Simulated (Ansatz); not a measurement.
```xyz
13

C     1.2686    2.8405    0.0876
C     1.4394    1.6500    0.1632
Ge    1.7031   -0.2211    0.2812
Ge   -0.1479   -1.3329   -0.7477
Ge   -2.1752   -0.5532    0.2556
H     1.1182    3.8859    0.0211
H     1.7870   -0.6355    1.7723
H     3.0147   -0.6107   -0.4467
H    -0.0170   -2.8633   -0.5407
H    -0.1659   -1.0082   -2.2631
H    -3.3863   -1.2470   -0.4184
H    -2.2799    0.9816    0.0662
H    -2.1586   -0.8859    1.7693
```

Computed with Ansatz 0.2.0, SCF B97, Gaussian basis.

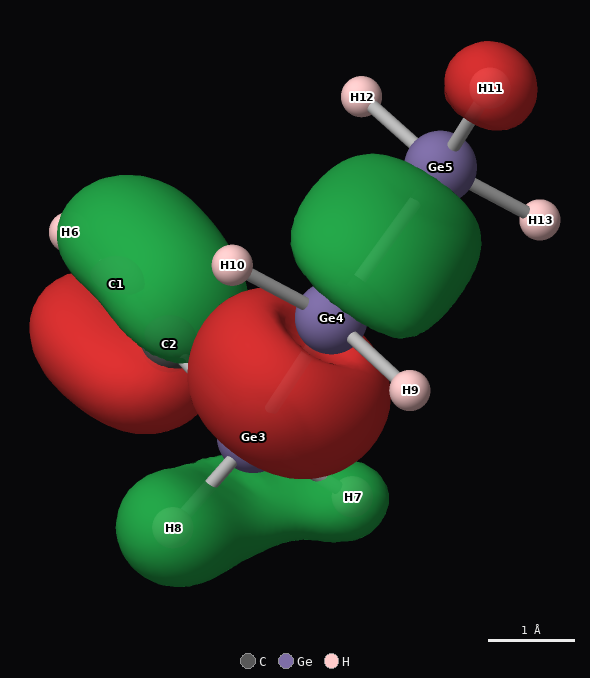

C2H8Ge3 (SMILES C#[C][GeH2][GeH2][GeH3]). The HOMO at ±0.1 Å⁻³ᐟ² (green and red are the two phases), seen at an oblique angle.

Q: Where does this orbital lie, and at what energy?

A: Its weight (Hirshfeld) is mainly on Ge4 (about 20 %), C1 (about 20 %), Ge3 (about 15 %), C2 (about 15 %) and Ge5 (about 10 %). Its energy is −7.10 eV.
